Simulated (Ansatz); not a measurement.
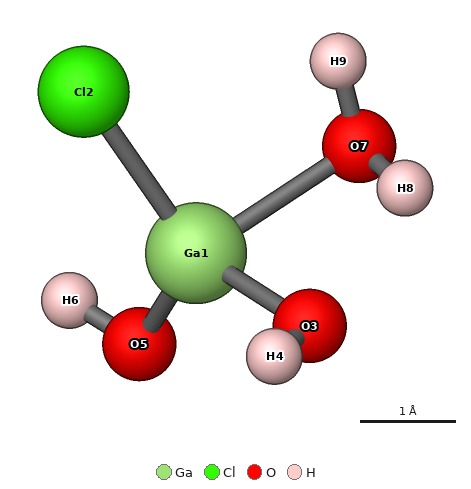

*The structure (ball-and-stick view, seen at a tilt; atoms are numbered from 1 in the order of the input). Sticks mark near contacts.*

Bond lengths as drawn: Cl–Ga 2.20 Å, Ga–O 1.80 to 2.12 Å and H–O 0.97 to 0.99 Å.

# Frequency calculation, with input and output: GaH$_{4}$ClO$_{3}$

GaH$_{4}$ClO$_{3}$, computed with RKS PBE-D4/def2-SVP (Ansatz 0.2.0).

It belongs to a series of runs on one base structure; here: vibrations at the highest image of the band. Figures and captions count atoms from 1; the log counts them from 0 in places.

## Input
```yaml
crystal:
  periodic: [false, false, false]
  atoms:
    - { symbol: Ga, position_ang: [-0.16036, -0.068874, 0.183449] }
    - { symbol: Cl, position_ang: [-0.257597, -1.011949, 2.166552] }
    - { symbol: O, position_ang: [1.492542, 0.299352, -0.503064] }
    - { symbol: H, position_ang: [2.093712, -0.461541, -0.575824] }
    - { symbol: O, position_ang: [-1.555829, -0.216663, -0.939403] }
    - { symbol: H, position_ang: [-2.341115, -0.556831, -0.472803] }
    - { symbol: O, position_ang: [0.048491, 1.919291, 0.887726] }
    - { symbol: H, position_ang: [0.979904, 1.912069, 0.541421] }
    - { symbol: H, position_ang: [0.143348, 1.792248, 1.855746] }
basis:
  gaussian: { orbitals: def2-SVP }
hamiltonian:
  xc: pbe
  dispersion: d4
phonons: {}
```

Run as:
```bash
ansatz run input.yaml --threads 4 --pin off --max-ram 5120MiB --backend cpu --events-out ev --progress --plain --runs-dir out
```

## Log
```
Engine: ansatz 0.2.0, aarch64-unknown-linux-gnu
Functional definition: PBE
  parameter kappa = 0.804
  parameter beta = 0.06672455060314922
  exchange = pbe_x(kappa = kappa, mu = beta*pi^2/3)
  correlation = pbe_c(beta = beta)
1211 factors; their error is unknown
mean field evaluation 1: about -71060.2294 eV, gradient 9.6e1 eV
mean field evaluation 2: about -70965.0093 eV, gradient 2.3e2 eV
mean field evaluation 4: about -71074.8458 eV, gradient 2.2e1 eV
mean field evaluation 8: about -71075.6732 eV, gradient 2.6e-1 eV
mean field evaluation 16: about -71075.6226 eV, gradient 2.2e-4 eV
mean field -71075.62263029 eV, -2611.9809548758 hartree, gradient 3.6e-5 eV, S^2 0.000000; 0 other end points of the search recorded, 0 dependent functions left out
the calculation of the forces begins
reference -71075.62266934 eV, -2611.9809563107 hartree; 38, 38 occupied and 74, 74 virtual orbitals, 1211 factors
these checks for a lower state are left out or cut short: stability, starts, cluster_reference, orbital_swaps, neighbouring_geometries, increment
1211 factors; their error is unknown
mean field -71075.62254155 eV, -2611.9809516147 hartree, gradient 2.4e-6 eV, S^2 0.000000; 0 other end points of the search recorded, 0 dependent functions left out
[... from here on the field's lines of each further geometry are left out, up to the last ...]
the calculation of the forces begins
reference -71075.62252913 eV, -2611.9809511582 hartree; 38, 38 occupied and 74, 74 virtual orbitals, 1211 factors
these checks for a lower state are left out or cut short: stability, starts, cluster_reference, orbital_swaps, neighbouring_geometries, increment
1211 factors; their error is unknown
mean field -71075.62248188 eV, -2611.9809494220 hartree, gradient 3.0e-6 eV, S^2 0.000000; 0 other end points of the search recorded, 0 dependent functions left out
the calculation of the forces begins
reference -71075.62252092 eV, -2611.9809508567 hartree; 38, 38 occupied and 74, 74 virtual orbitals, 1211 factors
WARN: phonons: modes at or below zero, which the zero-point energy, F, S and C_V leave out: 1, the lowest at -56.12 cm⁻¹. A minimum has none, and a first-order saddle one
Total energy: -71075.82102954 eV, -2611.9882459139 hartree
Atom 0 at    -0.160360    -0.068874     0.183449 Å, force     0.008587     0.003156     0.004376 eV/Å
Atom 1 at    -0.257597    -1.011949     2.166552 Å, force    -0.001399     0.000624    -0.006388 eV/Å
Atom 2 at     1.492542     0.299352    -0.503064 Å, force     0.000195    -0.005242     0.017738 eV/Å
Atom 3 at     2.093712    -0.461541    -0.575824 Å, force    -0.002548     0.001818    -0.011104 eV/Å
Atom 4 at    -1.555829    -0.216663    -0.939403 Å, force    -0.000541    -0.000882    -0.002342 eV/Å
Atom 5 at    -2.341115    -0.556831    -0.472803 Å, force    -0.000600     0.000651     0.002407 eV/Å
Atom 6 at     0.048491     1.919291     0.887726 Å, force     0.008255    -0.003402    -0.002363 eV/Å
Atom 7 at     0.979904     1.912069     0.541421 Å, force    -0.010598     0.000238    -0.002320 eV/Å
Atom 8 at     0.143348     1.792248     1.855746 Å, force    -0.001351     0.003037    -0.000003 eV/Å
Dipole moment:     0.245197     0.208177     0.322623 e Å
Vibrations: -56.12 99.67 136.42 151.00 168.52 206.43 257.01 322.16 370.88 382.26 615.95 638.42 693.95 755.43 806.85 834.55 1572.32 3443.63 3671.63 3739.73 3772.41 cm⁻¹, zero-point energy 1.403453 eV
```

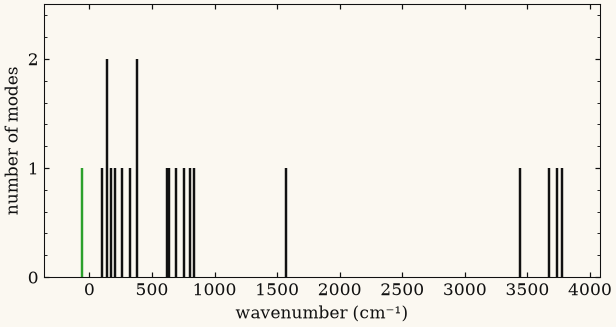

*Harmonic vibrational wavenumbers from the force constants; neighbouring modes closer than 17 cm⁻¹ are counted in one stick, and imaginary ones are drawn at negative wavenumbers.*

21 modes from 56i to 3772 cm⁻¹, 1 imaginary beyond 8i (56i cm⁻¹): not a clean minimum; so soft a mode can be a shallow saddle, an incomplete relaxation or noise of the force constants.

## Results in brief

| quantity | value |
| --- | --- |
| outcome | converged |
| total energy | −71075.8210 eV |
| mean-field energy | −71075.6227 eV |
| largest force (length of the vector) | 0.018 eV/Å |
| hardware | 4 threads of Arm Neoverse V2, 24 GiB of memory available, shared host |
| wall time | 32 s (CPU time 2 min) |
| peak memory | 0.17 GiB |
